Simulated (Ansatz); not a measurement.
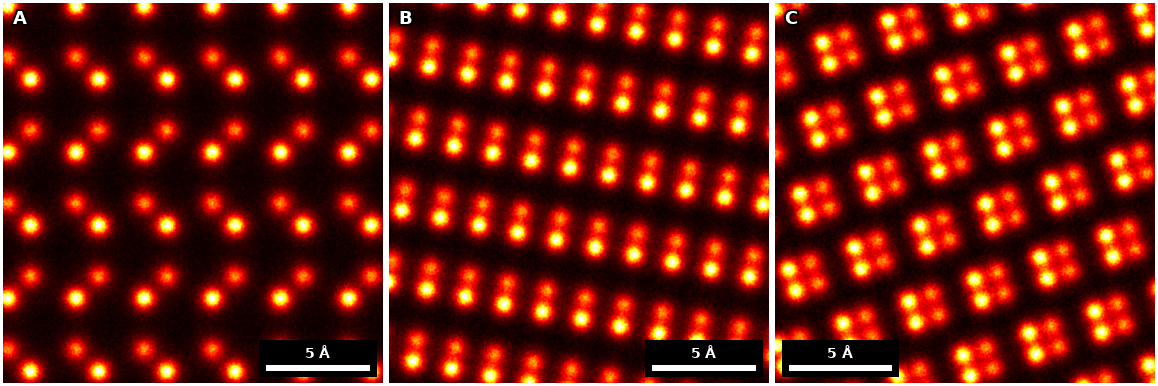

Three views of PtSe (P6_3mc, No. 186) along different zone axes. Simulated as the projected potential of neutral atoms (B = 0.8 Å²) blurred by a 0.50 Å probe, the thin-sample limit of integrated differential phase contrast. Shot noise was added. Atomic positions: coordinates from a relaxation with DFT PBE, scalar-relativistic, plane waves, PAW (Ansatz 0.2.0); the starting structure was generated, so it need not be a known form of this composition.

```cif
data_structure
_symmetry_space_group_name_H-M 'P 1'
_symmetry_Int_Tables_number 1
_cell_length_a 3.8376
_cell_length_b 3.8376
_cell_length_c 7.1244
_cell_angle_alpha 90.000
_cell_angle_beta 90.000
_cell_angle_gamma 120.000
_cell_volume 90.86
loop_
_atom_site_label
_atom_site_type_symbol
_atom_site_fract_x
_atom_site_fract_y
_atom_site_fract_z
_atom_site_occupancy
Pt1 Pt 0.33333 0.66667 0.01666 1
Pt2 Pt 0.66667 0.33333 0.51666 1
Se1 Se 0.33333 0.66667 0.36544 1
Se2 Se 0.66667 0.33333 0.86544 1
```

> Match the panels to the zone axes [100], [101] and [210].

A is [100]: projected cell 3.32 × 7.12 Å, 90°, plane group pg. B is [210]: projected cell 1.92 × 3.56 Å, 90°, plane group pm. C is [101]: projected cell 3.38 × 3.73 Å, 117°, plane group cm.
